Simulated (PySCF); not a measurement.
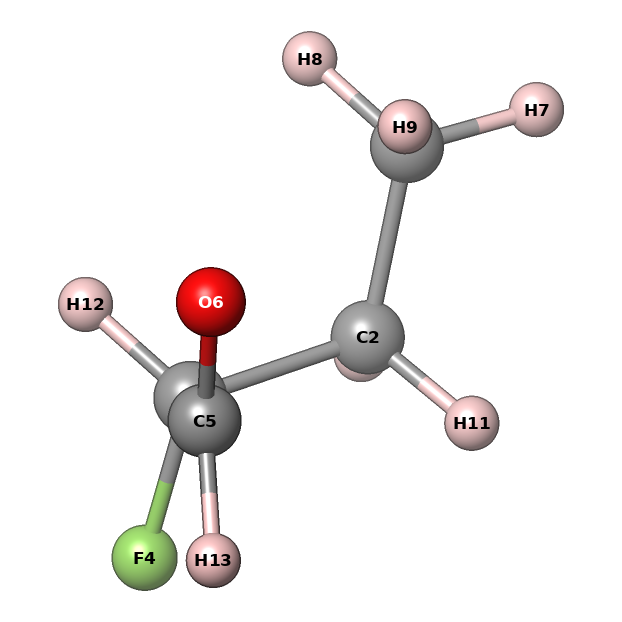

C3 lies behind C5. The molecule seen nearly along the C5–C3 bond, C5 in front. Atoms fade into the background with distance from the viewer. Geometry: an end point of a reaction path computed with GFN2-xTB.

### What is the torsion angle O6–C5–C3–F4? The sign is positive where the front bond must turn clockwise to cover the back bond.

−166°, antiperiplanar (anti).
